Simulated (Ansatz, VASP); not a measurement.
**LiIrRh2: VASP beside Ansatz**

Aim: how closely do two programs agree when they are given the same cell, functional and k mesh? The cell is invented: As first built, before any earlier steps moved the atoms: it takes the LiRh3 structure with some of its atoms replaced by other elements, volume scaled by an estimate. It may not be a known or stable phase. The cell comes out of earlier VASP steps on this material, which relaxed, scaled or displaced it; both programs get it as it stands.

Calculated with Ansatz 0.2.0; plane waves, with VASP 6.6.1 beside it; relaxation of cell and atoms at r2SCAN.

## 1. Starting point

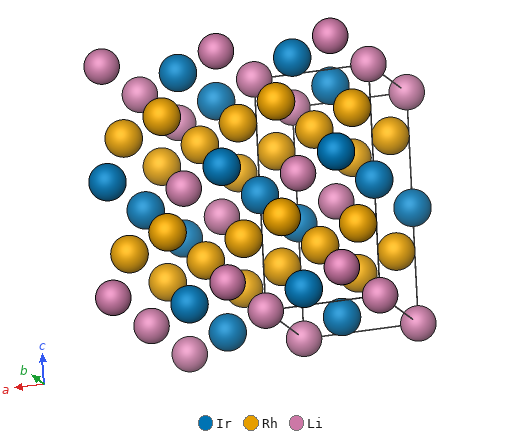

The starting structure, seen from a free direction (iridium blue, rhodium orange, lithium pink). 2×2×1 cells are drawn. This picture shows the conventional cell, with its axes. Some periodic images of atoms are drawn too.

Coordinates:

```cif
data_structure
_symmetry_space_group_name_H-M 'P 1'
_symmetry_Int_Tables_number 1
_cell_length_a 4.6188
_cell_length_b 4.6188
_cell_length_c 4.6188
_cell_angle_alpha 131.611
_cell_angle_beta 131.611
_cell_angle_gamma 70.844
_cell_volume 53.95
loop_
_atom_site_label
_atom_site_type_symbol
_atom_site_fract_x
_atom_site_fract_y
_atom_site_fract_z
_atom_site_occupancy
Ir1 Ir 0.50000 0.50000 0.00000 1
Rh2 Rh 0.75000 0.25000 0.50000 1
Rh3 Rh 0.25000 0.75000 0.50000 1
Li4 Li 0.00000 0.00000 0.00000 1
```

## 2. VASP: relaxation of cell and atoms, r2SCAN

The relaxed volume is the usual yardstick between codes: its relative difference is about their pressure difference at one cell divided by the bulk modulus.

Lines of VASP's logs that name or quote its potential files are left out, and so is its time.

INCAR reads:

```
SYSTEM = LiIrRh2
PREC = Accurate
ENCUT = 700
EDIFF = 1E-06
NELM = 100
ISMEAR = -1
SIGMA = 0.05
LREAL = .FALSE.
ALGO = Normal
METAGGA = R2SCAN
LASPH = .TRUE.
NBANDS = 27
LORBIT = 11
LWAVE = .FALSE.
LCHARG = .FALSE.
KPAR = 2
IBRION = 2
NSW = 60
ISIF = 3
EDIFFG = -0.01
```

POSCAR reads:

```
LiIrRh2
1.0
   -1.8929490269      1.8929490269      3.7639195962
    1.8929490269     -1.8929490269      3.7639195962
    1.8929490269      1.8929490269     -3.7639195962
Ir Rh Li
1 2 1
Direct
    0.5000000000      0.5000000000      0.0000000000
    0.7500000000      0.2500000000      0.5000000000
    0.2500000000      0.7500000000      0.5000000000
    0.0000000000      0.0000000000      0.0000000000
```

KPOINTS reads:

```
Automatic mesh
0
Gamma
8 8 8
0 0 0
```

Potentials, in the order of the species: Ir, Rh_pv and Li_sv (PBE family, release 64).

Started as:

```sh
mpirun -np 2 vasp_std
```

Numbers of over 12 decimals in the logs are rounded to 6 here.

Log:

```text
[banner, memory and clock lines left out]
running    2 mpi-ranks, on    1 nodes
 distrk:  each k-point on    1 cores,    2 groups
 distr:  one band on    1 cores,    1 groups

 POSCAR found type information on POSCAR IrRhLi
 POSCAR found :  3 types and       4 ions
|                                                                             |
|               ----> ADVICE to this user running VASP <----                  |
|                                                                             |
|     You enforced a specific xc type in the INCAR file but a different       |
|     [... a line on the potential file left out ...]
|     I HOPE YOU KNOW WHAT YOU ARE DOING!                                     |
|                                                                             |

 LDA part: xc-table for (None), standard interpolation
 POSCAR, INCAR and KPOINTS ok, starting setup
 FFT: planning ... GRIDC
 FFT: planning ... GRID_SOFT
 FFT: planning ... GRID
 WAVECAR not read
 entering main loop
       N       E                     dE             d eps       ncg     rms          rms(c)
DAV:   1     0.462005300596E+03    0.46201E+03   -0.28808E+04  3186   0.217E+03
DAV:   2    -0.923410381979E+02   -0.55435E+03   -0.54273E+03  3217   0.578E+02
DAV:   3    -0.115596712989E+03   -0.23256E+02   -0.21774E+02  3586   0.122E+02
DAV:   4    -0.117053430966E+03   -0.14567E+01   -0.14464E+01  5436   0.240E+01
DAV:   5    -0.117076078269E+03   -0.22647E-01   -0.22620E-01  3746   0.261E+00    0.206E+01
DAV:   6    -0.103489980206E+03    0.13586E+02   -0.21596E+01  3510   0.417E+01    0.440E+00
DAV:   7    -0.103477520219E+03    0.12460E-01   -0.12548E+00  4220   0.107E+01    0.305E+00
DAV:   8    -0.103435915277E+03    0.41605E-01   -0.32809E-01  4173   0.599E+00    0.199E+00
DAV:   9    -0.103423768304E+03    0.12147E-01   -0.43004E-02  3923   0.221E+00    0.592E-01
DAV:  10    -0.103424028813E+03   -0.26051E-03   -0.60284E-03  3874   0.687E-01    0.836E-02
DAV:  11    -0.103424184875E+03   -0.15606E-03   -0.76168E-04  4421   0.248E-01    0.504E-02
DAV:  12    -0.103424166491E+03    0.18384E-04   -0.65213E-05  3770   0.735E-02    0.931E-03
DAV:  13    -0.103424162244E+03    0.42472E-05   -0.53290E-06  3639   0.151E-02    0.311E-03
DAV:  14    -0.103424161630E+03    0.61368E-06   -0.39129E-07  1926   0.486E-03
   1 F= -.10342416E+03 E0= -.10341180E+03  d E =-.103424E+03
 curvature:   0.00 expect dE= 0.000E+00 dE for cont linesearch  0.000E+00
 trial: gam= 0.00000 g(F)=  0.301E-48 g(S)=  0.651E-01 ort = 0.000E+00 (trialstep = 0.100E+01)
 search vector abs. value=  0.651E-01
 bond charge predicted
       N       E                     dE             d eps       ncg     rms          rms(c)
DAV:   1    -0.105406310194E+03   -0.19821E+01   -0.32725E+01  3231   0.572E+01    0.115E+01
DAV:   2    -0.104578175951E+03    0.82813E+00   -0.17186E+01  3486   0.391E+01    0.791E+00
DAV:   3    -0.103450594975E+03    0.11276E+01   -0.68732E+00  3974   0.241E+01    0.255E+00
DAV:   4    -0.103398261505E+03    0.52333E-01   -0.28919E-01  3805   0.635E+00    0.943E-01
DAV:   5    -0.103401326079E+03   -0.30646E-02   -0.25395E-02  3440   0.111E+00    0.384E-01
DAV:   6    -0.103401489628E+03   -0.16355E-03   -0.52818E-03  4375   0.605E-01    0.705E-02
DAV:   7    -0.103401593004E+03   -0.10338E-03   -0.38984E-04  4150   0.145E-01    0.345E-02
DAV:   8    -0.103401575351E+03    0.17653E-04   -0.34130E-05  3539   0.546E-02    0.101E-02
DAV:   9    -0.103401566961E+03    0.83903E-05   -0.34692E-06  3412   0.166E-02    0.205E-03
DAV:  10    -0.103401565671E+03    0.12895E-05   -0.17770E-07  1836   0.370E-03    0.806E-04
DAV:  11    -0.103401565448E+03    0.22278E-06   -0.46824E-08  1758   0.219E-03
   2 F= -.10340157E+03 E0= -.10339032E+03  d E =0.225962E-01
 trial-energy change:    0.022596  1 .order    0.024416   -0.065127    0.113959
 step:   0.3780(harm=  0.3637)  dis= 0.00000  next Energy=  -103.436569 (dE=-0.124E-01)
 bond charge predicted
       N       E                     dE             d eps       ncg     rms          rms(c)
DAV:   1    -0.104249600942E+03   -0.84804E+00   -0.12916E+01  3225   0.369E+01    0.664E+00
DAV:   2    -0.104017122915E+03    0.23248E+00   -0.75401E+00  3562   0.264E+01    0.572E+00
DAV:   3    -0.103432178497E+03    0.58494E+00   -0.22721E+00  3983   0.174E+01    0.165E+00
DAV:   4    -0.103435976517E+03   -0.37980E-02   -0.10099E-01  3475   0.320E+00    0.768E-01
DAV:   5    -0.103436341005E+03   -0.36449E-03   -0.81163E-03  3453   0.558E-01    0.138E-01
DAV:   6    -0.103436566040E+03   -0.22503E-03   -0.80445E-04  4488   0.224E-01    0.572E-02
DAV:   7    -0.103436637231E+03   -0.71191E-04   -0.67592E-05  3979   0.616E-02    0.202E-02
DAV:   8    -0.103436659732E+03   -0.22501E-04   -0.65457E-06  3654   0.203E-02    0.601E-03
DAV:   9    -0.103436666027E+03   -0.62956E-05   -0.13576E-06  2157   0.107E-02    0.177E-03
DAV:  10    -0.103436666701E+03   -0.67370E-06   -0.20020E-07  1734   0.542E-03
   3 F= -.10343667E+03 E0= -.10342474E+03  d E =-.125051E-01
 curvature:  -0.18 expect dE=-0.461E-05 dE for cont linesearch -0.226E-05
 trial: gam=-0.01343 g(F)=  0.252E-47 g(S)=  0.253E-04 ort = 0.900E-03 (trialstep = 0.876E+00)
 search vector abs. value=  0.129E-04
 reached required accuracy - stopping structural energy minimisation
```

From OUTCAR (step 2):

```text
ion  position               nearest neighbor table
   1  0.500  0.500  0.000-   3 2.67   2 2.67   2 2.67   3 2.67   2 2.67   3 2.67   3 2.67   2 2.67
                             4 2.68   4 2.68   4 2.68   4 2.68
   2  0.750  0.250  0.500-   1 2.67   4 2.67   1 2.67   4 2.67   1 2.67   4 2.67   1 2.67   4 2.67
                             3 2.68   3 2.68   3 2.68   3 2.68
   3  0.250  0.750  0.500-   4 2.67   1 2.67   1 2.67   4 2.67   1 2.67   4 2.67   4 2.67   1 2.67
                             2 2.68   2 2.68   2 2.68   2 2.68
   4  0.000  0.000  0.000-   2 2.67   3 2.67   2 2.67   3 2.67   2 2.67   3 2.67   2 2.67   3 2.67
                             1 2.68   1 2.68   1 2.68   1 2.68

  LATTYP: Found a body centered tetragonal cell.
 ALAT       =     3.7858980538
 C/A-ratio  =     1.9883893030

 Subroutine GETGRP returns: Found 16 space group operations
 (whereof 16 operations were pure point group operations)

The static configuration has the point symmetry D_4h.

 Found     59 irreducible k-points:

   k-points           NKPTS =     59   k-points in BZ     NKDIM =     59   number of bands    NBANDS=     27

   dimension x,y,z NGX =    40 NGY =   40 NGZ =   40
   dimension x,y,z NGXF=    80 NGYF=   80 NGZF=   80

   ENCUT  =  700.0 eV  51.45 Ry    7.17 a.u.   9.96  9.96  9.96*2*pi/ulx,y,z

   NELECT =      42.0000    total number of electrons

 k-points in reciprocal lattice and weights: Automatic mesh
   0.00000000  0.00000000  0.00000000       0.002
   0.12500000  0.00000000 -0.00000000       0.016
   0.25000000  0.00000000 -0.00000000       0.016
   0.37500000  0.00000000 -0.00000000       0.016
   0.50000000  0.00000000 -0.00000000       0.008
   0.12500000  0.12500000 -0.00000000       0.016
   0.25000000  0.12500000 -0.00000000       0.031
   0.37500000  0.12500000  0.00000000       0.031
   0.50000000  0.12500000 -0.00000000       0.031
[...]
-0.37500000 -0.37500000  0.37500000       0.004
   0.50000000  0.50000000  0.50000000       0.002

 average (electrostatic) potential at core
       1 -54.3341       2 -78.4715       3 -78.4715       4 -59.3076

 E-fermi :   8.7911

 k-point     1 :       0.0000    0.0000    0.0000
  band No.  band energies     occupation
    ...
     15       5.3537      2.00000
     16       5.5641      2.00000
     17       7.7750      2.00000
     18       8.0501      2.00000
     19       8.3477      1.99972
     20       8.9394      0.09788
     21       8.9394      0.09786
     22       9.0294      0.01689
     23      10.3539      0.00000
     24      12.2208      0.00000
    ...

 k-point     2 :       0.1250    0.0000   -0.0000
  band No.  band energies     occupation
    ...
     17       7.7566      2.00000
     18       8.0381      2.00000
     19       8.3481      1.99972
     20       8.3854      1.99940
     21       8.7966      0.94515
     22       8.8905      0.24068
     23      10.1691      0.00000
     24      12.6438      0.00000
     25      16.3860      0.00000
     26      17.6630      0.00000
    ...

 k-point     3 :       0.2500    0.0000   -0.0000
  band No.  band energies     occupation
    ...
     18       7.4958      2.00000
     19       7.9802      2.00000
     20       8.4044      1.99912
     21       8.4814      1.99592
     22       8.6759      1.81829
     23       9.9005      0.00000
     24      12.6493      0.00000
     25      14.4984      0.00000
     26      16.4794      0.00000
     27      17.8057      0.00000

  Total       -0.0320758     -0.0320758      0.0066293      0.0000000     -0.0000000     -0.0000000
  in kB       -0.9702825     -0.9702825      0.2005358      0.0000000     -0.0000000     -0.0000000
  external PRESSURE =      -0.5800097 kB  Pullay stress =       0.0000000 kB

  energy-cutoff  :      700.00
  volume of cell :       52.97
      direct lattice vectors                 reciprocal lattice vectors
    -1.881655621  1.881655621  3.739806060     0.000000000  0.265723438  0.133696772
     1.881655621 -1.881655621  3.739806060     0.265723438  0.000000000  0.133696772
     1.881655621  1.881655621 -3.739806060     0.265723438  0.265723438  0.000000000

 POSITION                                       TOTAL-FORCE (eV/Angst)
 -----------------------------------------------------------------------------------
      0.00000      0.00000      3.73981        -0.000000     -0.000000     -0.000000
      0.00000      1.88166      1.86990        -0.000000      0.000000      0.000000
      1.88166      0.00000      1.86990         0.000000     -0.000000      0.000000
      0.00000      0.00000      0.00000        -0.000000     -0.000000     -0.000000
 -----------------------------------------------------------------------------------
    total drift:                                0.000000     -0.000000     -0.000000

  FREE ENERGIE OF THE ION-ELECTRON SYSTEM (eV)
  ---------------------------------------------------
  free  energy   TOTEN  =      -103.4366667009 eV

  energy  without entropy=     -103.4128228076  energy(sigma->0) =     -103.42474475

 reached required accuracy - stopping structural energy minimisation

 total charge
# of ion       s       p       d       tot
------------------------------------------
    1        0.715   0.598   6.949   8.262
    2        0.439   6.268   7.158  13.865
    3        0.439   6.268   7.158  13.865
    4        2.039   0.036   0.000   2.074
--------------------------------------------------
tot          3.632  13.170  21.265  38.067

[... 3 further parts left out ...]
```

(Continued in part 2 of 2.)

[Lines on the potential files, build, host, timing and source positions are cut from VASP's logs without a mark.]

[Logs are printed without paths, hosts, clocks, repeated set-up lines and the standing remarks that a program may print on its own settings, such as how far it seeks lower states.]

[Hosts, paths, dates, database ids (printed as entryN), source tags and the programs' standing remarks are cut or masked in the printed files.]
